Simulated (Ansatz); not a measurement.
**Geometry relaxation, with input and output: AlBSiNH5**

- system: AlBSiNH5, SMILES [SiH3][B]1[NH][AlH]1
- method: RKS PBE0-D4/def2-TZVP (Ansatz 0.2.0)

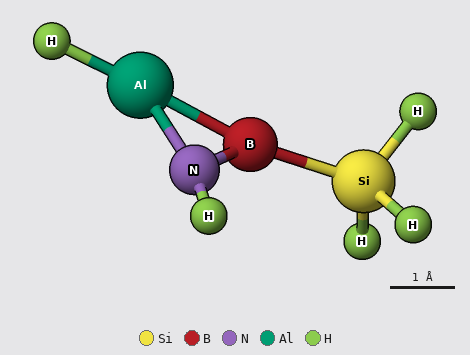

Figure 1. The input geometry (ball-and-stick view, seen at a tilt). Sticks mark near contacts. Bond lengths as drawn: Al–B 1.99 Å, Al–H 1.57 Å, Al–N 1.85 Å, B–N 1.42 Å, B–Si 1.96 Å, H–N 1.02 Å and H–Si 1.47 to 1.48 Å.

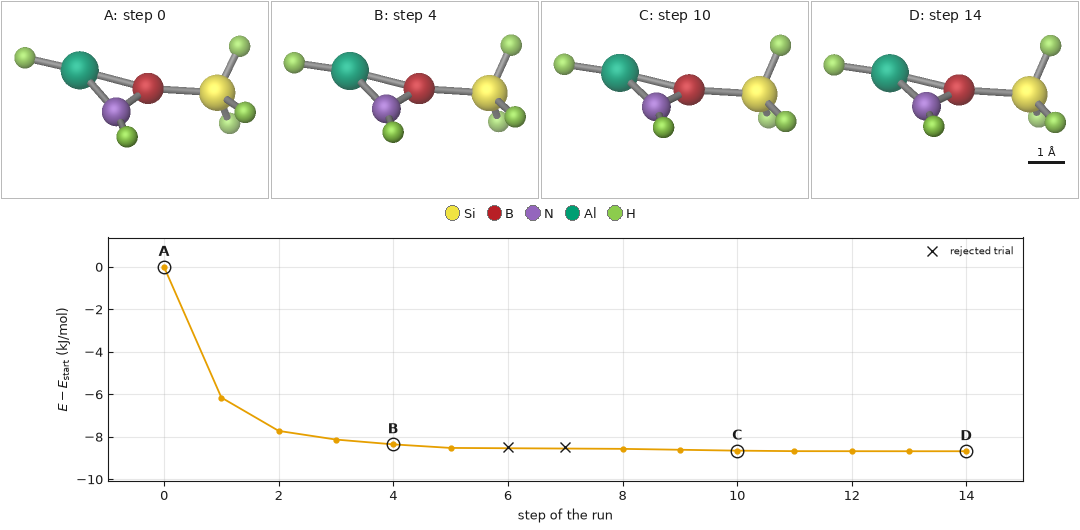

Figure 2. Frames of the relaxation (ball-and-stick view, seen at a tilt) above the curves, on which the letters mark them (the first geometry is step 0 here and step 1 in the log).

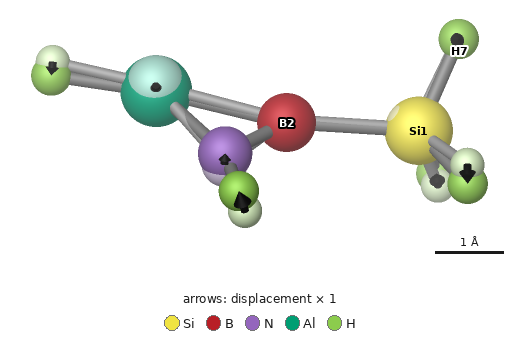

Figure 3. Start (faint) and end (solid) with the displacements as black arrows, at true length (ball-and-stick view, seen at a tilt). The two geometries are laid on each other by the best rigid fit. The largest move after the best rigid fit is that of H8, 0.37 Å. By element the largest moves are H 0.37 Å, N 0.17 Å, Al 0.14 Å, Si 0.08 Å, B 0.05 Å. Among the contacts that change: N3–Al4 1.850 → 1.816 Å, Si1–B2 1.964 → 1.998 Å, B2–N3 1.420 → 1.398 Å, B2–Al4 1.986 → 2.008 Å. Among the angles that change: Al4–N3–H8 163.6° → 156.9°, B2–Al4–H9 177.1° → 170.5°, N3–Al4–H9 133.8° → 128.0°. After 14 geometry steps the energy has fallen by 8.67 kJ/mol. The largest force component goes from 0.64 to 0.002 eV/Å. The line search rejected the trial steps at points 6, 7 (counted from 0) and went back. (Atoms are counted from 1 in the order of the input.)

These pictures come from the run below.

### Input
```yaml
crystal:
  periodic: [false, false, false]
  atoms:
    - {symbol: Si, position_ang: [0.452010, 1.223680, -1.063910]}
    - {symbol: B, position_ang: [0.052580, -0.126570, 0.305540]}
    - {symbol: N, position_ang: [-0.808260, -1.255560, 0.340330]}
    - {symbol: Al, position_ang: [0.025050, -1.177800, 1.990250]}
    - {symbol: H, position_ang: [0.147250, 0.831290, -2.454420]}
    - {symbol: H, position_ang: [-0.297130, 2.477890, -0.864420]}
    - {symbol: H, position_ang: [1.871350, 1.617290, -1.097590]}
    - {symbol: H, position_ang: [-1.392040, -1.531740, -0.448490]}
    - {symbol: H, position_ang: [-0.050800, -2.058480, 3.292700]}
basis:
  gaussian: {orbitals: def2-TZVP}
hamiltonian: {xc: pbe0, dispersion: d4}
relax: {f_tol: 0.005, max_steps: 200}
```

Launch command:
```bash
ansatz run in.yaml --threads 2 --pin off --events-out ev --progress --plain --max-ram 4352MiB
```

### What the program printed
```
Functional definition: PBE0
  name "PBE0"
  cite "Adamo & Barone, J. Chem. Phys. 110, 6158 (1999) doi:10.1063/1.478522"
  cite "Perdew, Burke & Ernzerhof, Phys. Rev. Lett. 77, 3865 (1996) doi:10.1103/PhysRevLett.77.3865"
  parent pbe
  parameter a = 0.25
  parameter kappa = 0.804
  parameter beta = 0.06672455060314922
  exchange = (1 - a)*pbe_x(kappa = kappa, mu = beta*pi^2/3) + a*exact_x
  correlation = pbe_c(beta = beta)
1091 factors; their error is unknown
mean field evaluation 1: about -16704.8193 eV, gradient 6.3e1 eV
mean field evaluation 2: about -16668.9954 eV, gradient 1.2e2 eV
mean field evaluation 4: about -16713.6780 eV, gradient 4.8e0 eV
mean field evaluation 8: about -16713.7440 eV, gradient 1.2e-1 eV
mean field evaluation 16: about -16713.7927 eV, gradient 5.6e-5 eV
mean field -16713.79269200 eV, -614.2205524155 hartree, gradient 5.6e-5 eV, S^2 0.000000; 0 other end points of the search recorded, 0 dependent functions left out
the calculation of the forces begins
reference -16713.79272804 eV, -614.2205537397 hartree; 22, 22 occupied and 144, 144 virtual orbitals, 1091 factors
relax step   1: F+E_penalty+E_count = -16713.94682591 eV  Δ(F+E_penalty+E_count) = +0.000e0 eV  max|allowed force component| = 6.430e-1 eV/Å  Δτ_max = 0.0000 Å  (27 SCF iters, accepted)
these checks for a lower state are left out or cut short: starts, cluster_reference, orbital_swaps, neighbouring_geometries, increment
1091 factors; their error is unknown
mean field -16713.85655817 eV, -614.2228994538 hartree, gradient 1.4e-5 eV, S^2 0.000000; 0 other end points of the search recorded, 0 dependent functions left out
[... from here on the field's lines of each further geometry are left out, up to the last ...]
relax step   2: F+E_penalty+E_count = -16714.01054839 eV  Δ(F+E_penalty+E_count) = -6.372e-2 eV  max|allowed force component| = 4.071e-1 eV/Å  Δτ_max = 0.0574 Å  (31 SCF iters, accepted)
relax step   3: F+E_penalty+E_count = -16714.02681019 eV  Δ(F+E_penalty+E_count) = -1.626e-2 eV  max|allowed force component| = 2.014e-1 eV/Å  Δτ_max = 0.0563 Å  (31 SCF iters, accepted)
relax step   4: F+E_penalty+E_count = -16714.03103921 eV  Δ(F+E_penalty+E_count) = -4.229e-3 eV  max|allowed force component| = 1.981e-1 eV/Å  Δτ_max = 0.0808 Å  (30 SCF iters, accepted)
relax step   5: F+E_penalty+E_count = -16714.03337959 eV  Δ(F+E_penalty+E_count) = -2.340e-3 eV  max|allowed force component| = 3.648e-2 eV/Å  Δτ_max = 0.0298 Å  (31 SCF iters, accepted)
relax step   6: F+E_penalty+E_count = -16714.03511895 eV  Δ(F+E_penalty+E_count) = -1.739e-3 eV  max|allowed force component| = 1.458e-2 eV/Å  Δτ_max = 0.0588 Å  (30 SCF iters, accepted)
relax step   7: F+E_penalty+E_count = -16714.03476349 eV  Δ(F+E_penalty+E_count) = +3.555e-4 eV  max|allowed force component| = 1.618e-1 eV/Å  Δτ_max = 0.1613 Å  (30 SCF iters, rejected (line search))
relax step   8: F+E_penalty+E_count = -16714.03474441 eV  Δ(F+E_penalty+E_count) = +3.745e-4 eV  max|allowed force component| = 8.663e-2 eV/Å  Δτ_max = 0.0466 Å  (31 SCF iters, rejected (line search))
relax step   9: F+E_penalty+E_count = -16714.03557256 eV  Δ(F+E_penalty+E_count) = -4.536e-4 eV  max|allowed force component| = 1.286e-2 eV/Å  Δτ_max = 0.0229 Å  (31 SCF iters, accepted)
relax step  10: F+E_penalty+E_count = -16714.03601093 eV  Δ(F+E_penalty+E_count) = -4.384e-4 eV  max|allowed force component| = 5.739e-2 eV/Å  Δτ_max = 0.0975 Å  (30 SCF iters, accepted)
relax step  11: F+E_penalty+E_count = -16714.03644904 eV  Δ(F+E_penalty+E_count) = -4.381e-4 eV  max|allowed force component| = 4.034e-2 eV/Å  Δτ_max = 0.0105 Å  (32 SCF iters, accepted)
relax step  12: F+E_penalty+E_count = -16714.03668977 eV  Δ(F+E_penalty+E_count) = -2.407e-4 eV  max|allowed force component| = 8.708e-3 eV/Å  Δτ_max = 0.0108 Å  (32 SCF iters, accepted)
relax step  13: F+E_penalty+E_count = -16714.03671440 eV  Δ(F+E_penalty+E_count) = -2.463e-5 eV  max|allowed force component| = 1.024e-2 eV/Å  Δτ_max = 0.0091 Å  (31 SCF iters, accepted)
relax step  14: F+E_penalty+E_count = -16714.03673237 eV  Δ(F+E_penalty+E_count) = -1.797e-5 eV  max|allowed force component| = 5.302e-3 eV/Å  Δτ_max = 0.0149 Å  (31 SCF iters, accepted)
the calculation of the forces begins
reference -16713.88340371 eV, -614.2238860094 hartree; 22, 22 occupied and 144, 144 virtual orbitals, 1091 factors
relax step  15: F+E_penalty+E_count = -16714.03673350 eV  Δ(F+E_penalty+E_count) = -1.136e-6 eV  max|allowed force component| = 2.040e-3 eV/Å  Δτ_max = 0.0030 Å  (24 SCF iters, accepted)
1091 factors; their error is unknown
mean field evaluation 128: about -16713.8834 eV, gradient 3.5e-3 eV
mean field -16713.88336689 eV, -614.2238846562 hartree, gradient 1.6e-5 eV, S^2 0.000000; 1 other end points of the search recorded, 0 dependent functions left out
the calculation of the forces begins
reference -16713.88340371 eV, -614.2238860094 hartree; 22, 22 occupied and 144, 144 virtual orbitals, 1091 factors
Total energy: -16714.03677033 eV, -614.2295221285 hartree
Atom 0 at     0.427065     1.287093    -1.105502 Å, force    -0.000106    -0.000024     0.001427 eV/Å
Atom 1 at     0.019141    -0.097452     0.276346 Å, force    -0.000994     0.000113    -0.001900 eV/Å
Atom 2 at    -0.652052    -1.322263     0.333552 Å, force    -0.000439    -0.002040     0.001264 eV/Å
Atom 3 at    -0.059486    -1.070764     2.031222 Å, force     0.000206     0.000014     0.000215 eV/Å
Atom 4 at    -0.116650     0.961649    -2.458568 Å, force     0.000557    -0.000465     0.000257 eV/Å
Atom 5 at    -0.141532     2.600547    -0.691972 Å, force     0.000653     0.000488    -0.000297 eV/Å
Atom 6 at     1.901566     1.454759    -1.236793 Å, force    -0.000274     0.000764    -0.000815 eV/Å
Atom 7 at    -1.120751    -1.796282    -0.429812 Å, force     0.000428     0.001173    -0.000125 eV/Å
Atom 8 at    -0.257291    -2.017287     3.281517 Å, force    -0.000032    -0.000023    -0.000026 eV/Å
Dipole moment:    -0.139723    -0.318693     0.145821 e Å
```

### Trajectory as extended XYZ (Å, eV, eV/Å), 11 of the 15 frames kept, from step=1 to step=15
```
9
Properties=species:S:1:pos:R:3:forces:R:3 step=1 energy=-16713.94683
Si    0.4520    1.2237   -1.0639    0.1994   0.3860  -0.3972
B     0.0526   -0.1266    0.3055   -0.4585  -0.6430   0.1127
N    -0.8083   -1.2556    0.3403    0.5839   0.5612   0.3303
Al    0.0250   -1.1778    1.9903   -0.2640  -0.0435  -0.4394
H     0.1472    0.8313   -2.4544   -0.1630  -0.2720  -0.2691
H    -0.2971    2.4779   -0.8644   -0.2317   0.2312   0.2188
H     1.8714    1.6173   -1.0976    0.3390   0.0100   0.1289
H    -1.3920   -1.5317   -0.4485    0.0762  -0.1201   0.3137
H    -0.0508   -2.0585    3.2927   -0.0811  -0.1098   0.0013
9
Properties=species:S:1:pos:R:3:forces:R:3 step=2 energy=-16714.01055
Si    0.4631    1.2497   -1.0964    0.0326   0.0957  -0.0832
B     0.0512   -0.1127    0.2876   -0.2276  -0.3285   0.0401
N    -0.7926   -1.2439    0.3524    0.3896   0.4071   0.1131
Al    0.0302   -1.1545    1.9863   -0.1530  -0.0599  -0.1676
H     0.1133    0.7887   -2.4726   -0.0034   0.0194  -0.0322
H    -0.3123    2.4920   -0.8218   -0.0150   0.0257  -0.0004
H     1.9054    1.6120   -1.0815    0.0267   0.0024  -0.0252
H    -1.3755   -1.5563   -0.4188   -0.0025  -0.1149   0.1810
H    -0.0828   -2.0750    3.2646   -0.0474  -0.0470  -0.0255
9
Properties=species:S:1:pos:R:3:forces:R:3 step=4 energy=-16714.03104
Si    0.4558    1.2651   -1.1104    0.0652   0.0263  -0.0039
B     0.0636   -0.1068    0.2869    0.0547   0.1674  -0.0597
N    -0.7337   -1.2471    0.3584    0.0018  -0.1629   0.1981
Al    0.0075   -1.1299    2.0098    0.0249   0.0269   0.0122
H     0.0450    0.8452   -2.4843   -0.0093  -0.0044   0.0066
H    -0.2713    2.5246   -0.7881   -0.0121   0.0215   0.0078
H     1.9097    1.5839   -1.1474    0.0005   0.0016  -0.0143
H    -1.3017   -1.6444   -0.3746   -0.1103  -0.0618  -0.1522
H    -0.1748   -2.0906    3.2496   -0.0154  -0.0147   0.0054
9
Properties=species:S:1:pos:R:3:forces:R:3 step=5 energy=-16714.03338
Si    0.4593    1.2726   -1.1089   -0.0099   0.0042  -0.0200
B     0.0564   -0.1043    0.2833   -0.0062  -0.0142  -0.0191
N    -0.7253   -1.2617    0.3588    0.0045  -0.0172   0.0365
Al    0.0058   -1.1227    2.0128    0.0059   0.0174   0.0115
H     0.0291    0.8550   -2.4776   -0.0005   0.0077  -0.0018
H    -0.2575    2.5374   -0.7795    0.0034   0.0048   0.0084
H     1.9148    1.5819   -1.1652   -0.0046  -0.0146   0.0108
H    -1.2920   -1.6726   -0.3734    0.0069   0.0162  -0.0349
H    -0.1905   -2.0857    3.2497    0.0004  -0.0043   0.0087
9
Properties=species:S:1:pos:R:3:forces:R:3 step=7 energy=-16714.03476 accepted=F
Si    0.4277    1.2864   -1.1062    0.0078   0.0778  -0.0235
B     0.0170   -0.0987    0.2738   -0.0576  -0.0949  -0.0062
N    -0.6560   -1.3252    0.3313    0.0012   0.0193  -0.0517
Al   -0.0584   -1.0662    2.0333   -0.0394  -0.0329  -0.0979
H    -0.1177    0.9617   -2.4638    0.0381   0.0233   0.0711
H    -0.1451    2.6032   -0.6857    0.0485  -0.0935  -0.0415
H     1.9080    1.4528   -1.2306   -0.0921  -0.0025  -0.0053
H    -1.1252   -1.8009   -0.4373    0.0948   0.0964   0.1618
H    -0.2504   -2.0130    3.2852   -0.0012   0.0070  -0.0067
9
Properties=species:S:1:pos:R:3:forces:R:3 step=8 energy=-16714.03474 accepted=F
Si    0.4450    1.2779   -1.1034   -0.0473   0.0187  -0.0543
B     0.0215   -0.1045    0.2718    0.0866   0.0586  -0.0339
N    -0.6982   -1.2983    0.3452   -0.0172  -0.0063   0.0052
Al   -0.0158   -1.0879    2.0153   -0.0361  -0.0517   0.0782
H    -0.0336    0.9101   -2.4699    0.0050   0.0103  -0.0138
H    -0.2032    2.5677   -0.7327    0.0089   0.0053   0.0066
H     1.9129    1.5161   -1.1849   -0.0024  -0.0141   0.0155
H    -1.2188   -1.7408   -0.4028   -0.0057  -0.0180  -0.0102
H    -0.2098   -2.0403    3.2614    0.0082  -0.0029   0.0068
9
Properties=species:S:1:pos:R:3:forces:R:3 step=9 energy=-16714.03557
Si    0.4447    1.2771   -1.1090    0.0037   0.0058  -0.0060
B     0.0375   -0.1041    0.2769   -0.0129  -0.0084  -0.0019
N    -0.7023   -1.2885    0.3500    0.0081   0.0074  -0.0050
Al   -0.0166   -1.0991    2.0204   -0.0033  -0.0020  -0.0029
H    -0.0202    0.9017   -2.4784   -0.0049  -0.0007   0.0020
H    -0.2154    2.5631   -0.7455    0.0023  -0.0017   0.0061
H     1.9107    1.5281   -1.1809    0.0009  -0.0029   0.0003
H    -1.2323   -1.7219   -0.3975    0.0069  -0.0007   0.0060
H    -0.2061   -2.0563    3.2639   -0.0009   0.0031   0.0013
9
Properties=species:S:1:pos:R:3:forces:R:3 step=11 energy=-16714.03645
Si    0.4317    1.2830   -1.1063    0.0027   0.0366  -0.0233
B     0.0216   -0.1032    0.2730   -0.0139  -0.0062   0.0054
N    -0.6688   -1.3170    0.3379    0.0043  -0.0026  -0.0087
Al   -0.0478   -1.0756    2.0295   -0.0114  -0.0101  -0.0362
H    -0.0877    0.9546   -2.4691    0.0021  -0.0097   0.0164
H    -0.1620    2.5910   -0.7044    0.0129  -0.0258   0.0040
H     1.9058    1.4730   -1.2185   -0.0145  -0.0036   0.0045
H    -1.1540   -1.7822   -0.4221    0.0203   0.0181   0.0403
H    -0.2387   -2.0237    3.2800   -0.0025   0.0032  -0.0025
9
Properties=species:S:1:pos:R:3:forces:R:3 step=12 energy=-16714.03669
Si    0.4304    1.2852   -1.1065   -0.0003  -0.0009   0.0003
B     0.0213   -0.0994    0.2749    0.0007   0.0005   0.0025
N    -0.6628   -1.3168    0.3367   -0.0036  -0.0035  -0.0087
Al   -0.0508   -1.0754    2.0288    0.0007   0.0013   0.0010
H    -0.0967    0.9516   -2.4641   -0.0010   0.0002  -0.0001
H    -0.1559    2.5935   -0.7010    0.0000   0.0005   0.0005
H     1.9040    1.4687   -1.2241    0.0006  -0.0006  -0.0006
H    -1.1440   -1.7841   -0.4233    0.0037   0.0023   0.0047
H    -0.2455   -2.0232    3.2786   -0.0006   0.0001   0.0003
9
Properties=species:S:1:pos:R:3:forces:R:3 step=14 energy=-16714.03673
Si    0.4274    1.2870   -1.1054    0.0004   0.0006  -0.0011
B     0.0192   -0.0978    0.2761   -0.0019  -0.0036  -0.0018
N    -0.6533   -1.3220    0.3337    0.0039   0.0053   0.0048
Al   -0.0584   -1.0712    2.0309   -0.0015  -0.0016  -0.0005
H    -0.1144    0.9601   -2.4589    0.0001   0.0010   0.0006
H    -0.1427    2.6002   -0.6929    0.0001  -0.0014  -0.0006
H     1.9019    1.4567   -1.2357   -0.0012  -0.0007   0.0004
H    -1.1235   -1.7954   -0.4290    0.0001   0.0005  -0.0020
H    -0.2561   -2.0178    3.2812    0.0003   0.0000   0.0001
9
Properties=species:S:1:pos:R:3:forces:R:3 step=15 energy=-16714.03673
Si    0.4271    1.2871   -1.1055   -0.0001   0.0000   0.0014
B     0.0191   -0.0975    0.2763   -0.0010   0.0001  -0.0019
N    -0.6521   -1.3223    0.3336   -0.0004  -0.0020   0.0013
Al   -0.0595   -1.0708    2.0312    0.0002   0.0000   0.0002
H    -0.1167    0.9616   -2.4586    0.0006  -0.0005   0.0003
H    -0.1415    2.6005   -0.6920    0.0007   0.0005  -0.0003
H     1.9016    1.4548   -1.2368   -0.0003   0.0008  -0.0008
H    -1.1208   -1.7963   -0.4298    0.0004   0.0012  -0.0001
H    -0.2573   -2.0173    3.2815    0.0000   0.0000   0.0000
```

### Key numbers

```tsv
quantity	value
outcome	converged
total energy	−16714.0368 eV
mean-field energy	−16713.8834 eV
dispersion energy	−0.1534 eV
SCF solution under orbital rotations	stable
largest force (length of the vector) at the end	0.002 eV/Å
dipole moment	1.81 D
hardware	2 threads of Arm Neoverse V1, 23 GiB of memory available, shared host
wall time	73 s (CPU time 2.3 min)
peak memory	0.36 GiB
```
